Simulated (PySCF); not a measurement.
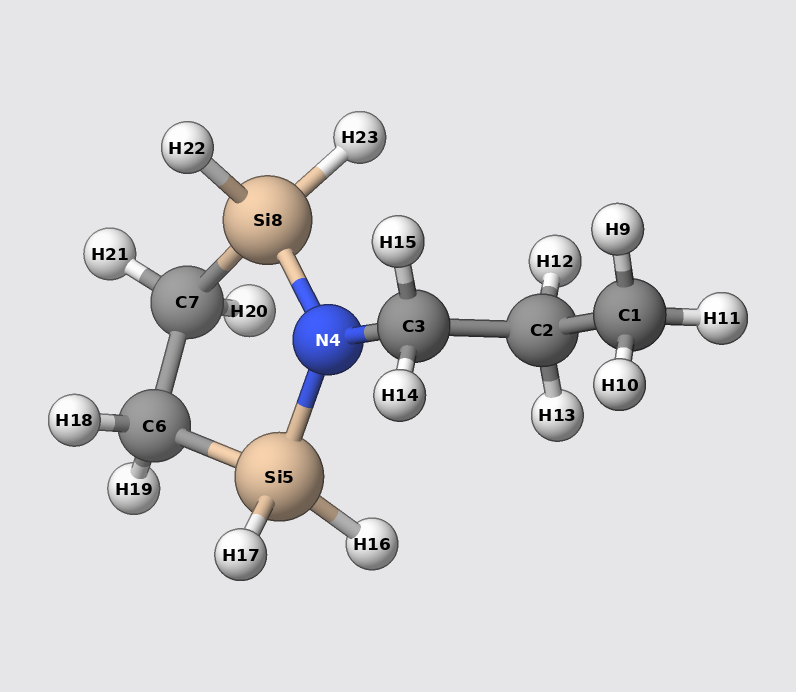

Computed geometry: PBE0-D3(BJ)/def2-SVP optimisation. No frequency run is at hand to confirm it as a minimum. Method: delta-SCF UKS SCAN, pcX-2 on the ionised atom, pcseg-1 elsewhere, spin-free X2C (PySCF 2.14.0).

Give the core-electron binding energies (to vacuum; p and d levels without spin–orbit splitting) of C1 1s, C2 1s, C3 1s, N4 1s, Si5 1s, Si5 2p, C6 1s.

| atom | level | binding energy (eV) |
| --- | --- | --- |
| C1 | 1s | 290.6 |
| C2 | 1s | 290.3 |
| C3 | 1s | 291.3 |
| N4 | 1s | 403.5 |
| Si5 | 1s | 1846.3 |
| Si5 | 2p | 106.6 |
| C6 | 1s | 290.1 |
